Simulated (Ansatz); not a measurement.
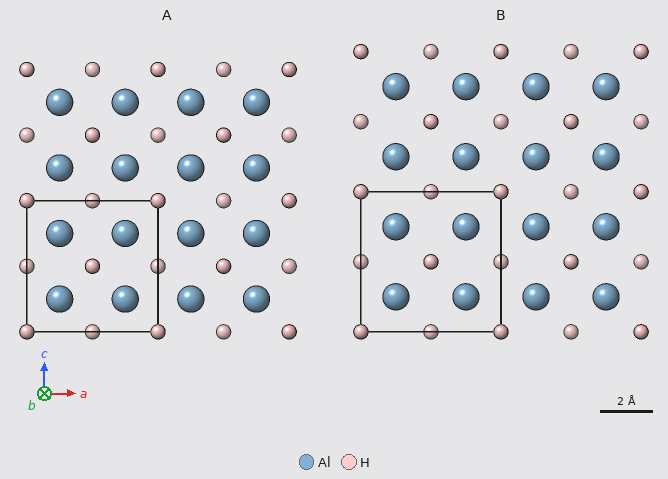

Two geometries of crystalline Al₂H (a generated structure, set up in Fm-3m) (coarse preliminary run), drawn at one scale. One is the start of a relaxation, the other its converged end. The picture is a ball-and-stick view of the conventional cell (4 times the calculation's cell), repeated 2 × 1 × 2 with one cell outlined, seen along the b axis. Lengths and directions refer to the drawn axes.

These are results of DFT PBE, scalar-relativistic, plane waves, PAW (Ansatz 0.2.0), not measurements. Set-up: plane-wave cutoff 420 eV; k-point mesh 6 × 6 × 6; occupations gaussian; smearing width 0.1 eV; no spin polarisation; cell and atoms relaxed; force threshold 0.04 eV/Å; at most 70 steps.

Q: Which of the two is the end point?

A: Structure B is the relaxed one. The atoms keep their places relative to the cell (all moves are under 0.005 Å). Cell: a = b = c 5.141 → 5.492 Å (+6.8 %). Volume +21.9 %. The space group stays Fm-3m (No. 225). Over 3 accepted moves (4 points after the start) the energy falls by 115 meV per atom. All forces vanish by symmetry, so only the cell relaxes. Pressure: 17.34 GPa at the start and 0.21 GPa at the end. At 1 point the geometry stayed and the basis and grid were re-selected for the new cell (energy shift of 2.9 meV per atom at most each time). Cost: 2.3 s on 1 thread of Intel(R) Xeon(R) 6975P-C (Granite Rapids) (shared host), peak memory 0.35 GiB.
